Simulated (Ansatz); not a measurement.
**wB97M-V/def2-SVPD run of BH2O2F (SMILES OB(O)F)**

What is the vertical ionisation energy of BH2O2F at wB97M-V/def2-SVPD? 

The calculation is run with Ansatz 0.2.0.

57 further runs of the same task are left out: 57 set aside as unsound or not needed.

**1. The structure to begin with**

The species is BH2O2F (6 atoms), meant as a singlet with charge 0. SMILES: `OB(O)F`. Geometry: relaxed at PBE0-D4/def2-TZVP. This is one conformer, not always the lowest.

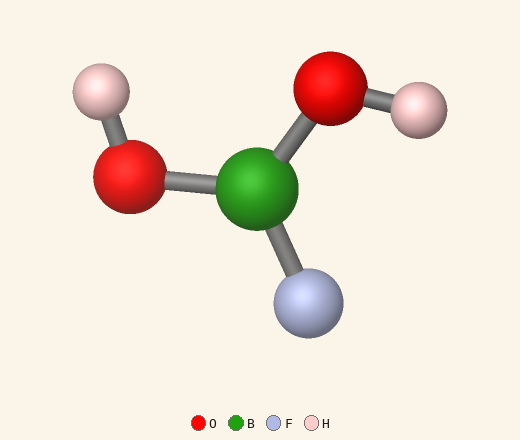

The structure, seen from a chosen angle (oxygen red, boron green, fluorine light blue, hydrogen pink).

**2. A single-point energy at wB97M-V/def2-SVPD**

input.yaml reads:

```yaml
basis:
  gaussian:
    orbitals: def2-SVPD
crystal:
  periodic: [false, false, false]
  atoms:
    - {symbol: O, position_ang: [-0.477500, 0.971000, -0.208400]}
    - {symbol: B, position_ang: [-0.023800, -0.307500, -0.106500]}
    - {symbol: O, position_ang: [0.989400, -0.635200, 0.726100]}
    - {symbol: F, position_ang: [-0.573100, -1.280600, -0.833200]}
    - {symbol: H, position_ang: [-1.198900, 1.066100, -0.834300]}
    - {symbol: H, position_ang: [1.326000, 0.122200, 1.210000]}
hamiltonian:
  xc: {name: wB97M-V}
accuracy: high
output: {orbitals: {seedname: orbitals}}
```

On the command line:

```
$ ansatz run input.yaml --threads 1 --pin off --max-ram 3480MiB --events-out events.jsonl --progress --plain --runs-dir runs
```

The program printed:

```text
Warning: RAYON_NUM_THREADS=1 ignored (pool sized by the plan → 1); use --threads N
Functional definition: wB97M-V
  name "wB97M-V"
  parameter omega = 0.3/bohr
  parameter cx = 0.15
  parameter cx01 = 1.007
  parameter cx10 = 0.259
  parameter css00 = 0.443
  parameter css04 = -1.437
  parameter css10 = -4.535
  parameter css20 = -3.390
  parameter css43 = 4.278
  parameter cos00 = 1.000
  parameter cos10 = 1.358
  parameter cos20 = 2.924
  parameter cos21 = -8.812
  parameter cos60 = -1.390
  parameter cos61 = 9.142
  parameter b = 6.0
  parameter c = 0.01
  gx(w, u) = 1 - cx + cx01*u + cx10*w
  gss(w, u) = css00 + css04*u^4 + css10*w + css20*w^2 + css43*w^4*u^3
  gos(w, u) = cos00 + cos10*w + (cos20 + cos21*u)*w^2 + (cos60 + cos61*u)*w^6
  exchange = spin_sum(e_x_unif_sr(omega)*gx(b97_w, b97_u_x)) + cx*exact_x_sr(omega) + exact_x_lr(omega)
  correlation = spin_sum(e_c_pw_mod_same_spin*gss(b97_w, b97_u_same))
      + integral(e_c_pw_mod_opposite_spin*gos(b97_w_opposite, b97_u_opposite)) + vv10(b, c)
2074 factors; integrals over basis functions are off by at most 3.5e-9 eV
419 factors; integrals over basis functions are off by at most 1.7e-9 eV
mean field evaluation 1: about -7511.5775 eV, gradient 5.8e1 eV
mean field evaluation 2: about -7511.9251 eV, gradient 5.9e1 eV
mean field evaluation 4: about -7517.3247 eV, gradient 1.6e0 eV
mean field evaluation 8: about -7517.3248 eV, gradient 5.2e-2 eV
mean field evaluation 16: about -7517.3248 eV, gradient 1.0e-5 eV
mean field -7517.32481487 eV, -276.2565915207 hartree, gradient 7.5e-8 eV, S^2 0.000000; 0 other end points of the search recorded, 0 dependent functions left out
reference -7517.32481971 eV, -276.2565916985 hartree; 16, 16 occupied and 89, 89 virtual orbitals, 2074 factors
Total energy: -7517.32481971 eV, -276.2565916985 hartree
```

Run time: 72 s. Hardware: 1 thread of Arm Neoverse N1, shared host; peak memory 0.54 GiB.

**3. The doublet cation, same level**

molecule.yaml reads:

```yaml
crystal:
  periodic: [false, false, false]
  atoms:
    - {symbol: O, position_ang: [-0.477500, 0.971000, -0.208400]}
    - {symbol: B, position_ang: [-0.023800, -0.307500, -0.106500]}
    - {symbol: O, position_ang: [0.989400, -0.635200, 0.726100]}
    - {symbol: F, position_ang: [-0.573100, -1.280600, -0.833200]}
    - {symbol: H, position_ang: [-1.198900, 1.066100, -0.834300]}
    - {symbol: H, position_ang: [1.326000, 0.122200, 1.210000]}
basis:
  gaussian: {orbitals: def2-SVPD}
accuracy: high
output: {orbitals: {seedname: orbitals}}
hamiltonian: {xc: {name: wB97M-V}}
magnetization: {spin_polarized: true, initial_magnetization: 1}
total_charge: 1
```

On the command line:

```
$ ansatz run molecule.yaml --threads 1 --pin off --max-ram 3480MiB --events-out events.jsonl --progress --plain --runs-dir runs
```

The program printed (excerpt; [...] marks lines left out):

```text
Warning: RAYON_NUM_THREADS=1 ignored (pool sized by the plan → 1); use --threads N
[... 2 set-up lines as earlier in the session ...]
[...]
  gx(w, u) = 1 - cx + cx01*u + cx10*w
  gss(w, u) = css00 + css04*u^4 + css10*w + css20*w^2 + css43*w^4*u^3
  gos(w, u) = cos00 + cos10*w + (cos20 + cos21*u)*w^2 + (cos60 + cos61*u)*w^6
[...]
      + integral(e_c_pw_mod_opposite_spin*gos(b97_w_opposite, b97_u_opposite)) + vv10(b, c)
2074 factors; integrals over basis functions are off by at most 3.5e-9 eV
419 factors; integrals over basis functions are off by at most 1.7e-9 eV
[...]
mean field -7504.50889716 eV, -275.7856152319 hartree, gradient 8.7e-8 eV, S^2 0.769583; 6 other end points of the search recorded, 0 dependent functions left out
reference -7504.50890203 eV, -275.7856154108 hartree; 16, 15 occupied and 89, 90 virtual orbitals, 2074 factors
Total energy: -7504.50890203 eV, -275.7856154108 hartree
```

Wall time 3.4 min (1 thread of Arm Neoverse N1, shared host); peak memory 0.91 GiB.

**4. Summary of results**

Level: wB97M-V/def2-SVPD.

| quantity | value |
| --- | --- |
| singlet BH2O2F: total energy | -276.25659 Eh |
| singlet BH2O2F: HOMO energy | -12.39 eV |
| singlet BH2O2F: LUMO energy | 0.63 eV |
| singlet BH2O2F: HOMO–LUMO gap | 13.03 eV |
| doublet cation: total energy | -275.78562 Eh |
| doublet cation: HOMO energy (highest over α and β) | -20.08 eV |
| doublet cation: LUMO energy (lowest over α and β) | -13.26 eV |
| doublet cation: ⟨S²⟩ | 0.770 |
| vertical ionisation energy (to the doublet cation) | 12.816 eV |

Removing an electron at fixed nuclei costs 12.82 eV (296 kcal/mol). −ε(HOMO) before ionisation, 12.39 eV, is 0.42 eV below this ionisation energy.
